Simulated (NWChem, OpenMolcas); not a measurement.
# A ladder of methods for CH5BO (SMILES CBO)

CH5BO has 8 atoms, charge 0, and is taken as a singlet. SMILES: `CBO`. The shape is that of a PBE0-D4/def2-TZVP optimisation. This is one conformer, not always the lowest.

```xyz
8

C    -0.6186    0.7103   -0.3246
B     0.5088   -0.2401    0.1802
O     0.2407   -1.5583    0.3556
H    -1.5683    0.2012   -0.4994
H    -0.3085    1.2051   -1.2519
H    -0.7805    1.5201    0.3957
H     1.6205    0.1631    0.4208
H     0.9982   -2.0584    0.6677
```

Each level gives the dipole moment (D). The values are calculated.

| level | kind | program | value (D) | CPU time |
| --- | --- | --- | --- | --- |
| SVWN5/6-311+G** | LDA | OpenMolcas | 1.10 | 34 s |
| PBE/6-311+G** | GGA | OpenMolcas | 1.07 | 40 s |
| revPBE/6-311+G** | GGA | OpenMolcas | 1.07 | 40 s |
| M06-L/6-311+G** | meta-GGA | OpenMolcas | 1.06 | 53 s |
| TPSS/6-311+G** | meta-GGA | OpenMolcas | 1.11 | 60 s |
| BHLYP/6-311+G** | global hybrid | OpenMolcas | 1.20 | 36 s |
| M06-2X/6-311+G** | hybrid meta-GGA | NWChem | 1.20 | 20 s |
| PBE0/6-311+G** | global hybrid | OpenMolcas | 1.12 | 37 s |

The values span 1.06 to 1.20 D. Magnitudes only. CPU times are rough (shared hosts, several kinds of processor and program).

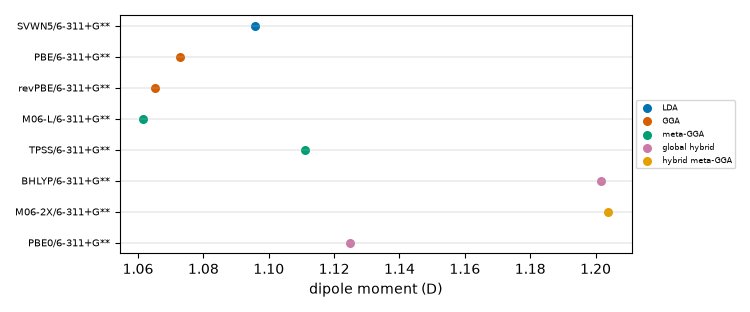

The values of the table, level by level.
